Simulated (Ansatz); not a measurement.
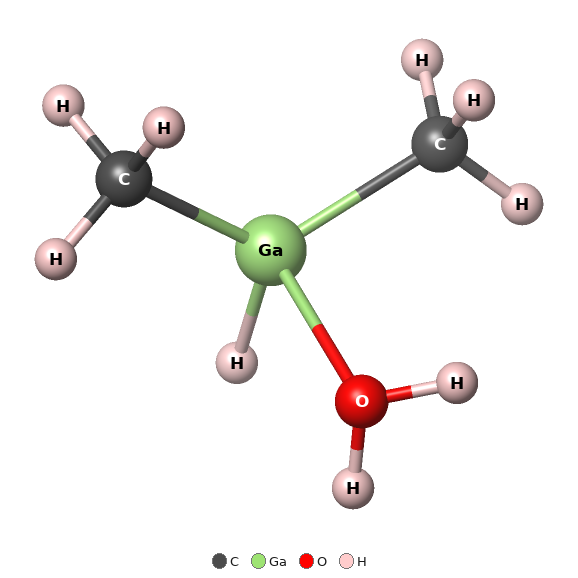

The geometry was computed by an optimisation with PBE0-D4/def2-TZVP. Program: Ansatz 0.2.0.

Tabulate HOMO energy (eV), HOMO–LUMO gap (eV), dipole (D) at these levels: B3LYP-D4/def2-TZVPP; PBE-D4/def2-TZVPP; r2SCAN-D4/def2-TZVPP; ωB97M-V/def2-TZVPP.

```
               level  HOMO energy (eV)  HOMO–LUMO gap (eV)  dipole (D)
 B3LYP-D4/def2-TZVPP             −6.88                6.28        3.24
   PBE-D4/def2-TZVPP             −5.88                4.78        3.21
r2SCAN-D4/def2-TZVPP             −6.13                5.65        3.26
  ωB97M-V/def2-TZVPP             −9.34               10.63        3.25
```
